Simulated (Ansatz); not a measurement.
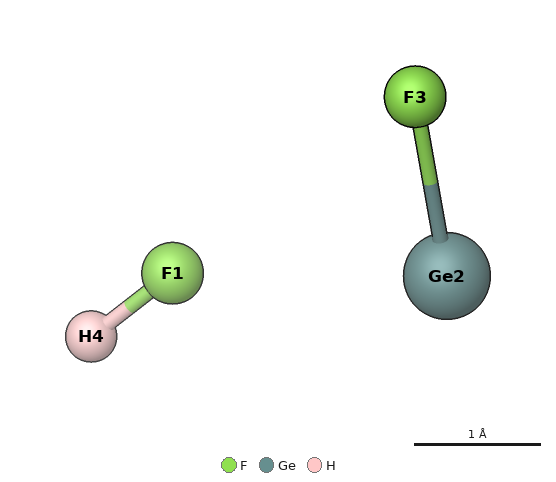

Orthographic view. Depth is shown by fading: the farther an atom, the more it takes the colour of the background. The species has charge +1 and is a spin singlet. The computed structure is the end point of a PBE0-D4/def2-TZVP optimisation. No frequency run is at hand to confirm it as a minimum.

Give the distance matrix in Å.

```
atom    F1   Ge2    F3    H4
  F1  0.00                  
 Ge2  2.23  0.00            
  F3  2.71  1.69  0.00      
  H4  0.94  3.00  3.65  0.00
```
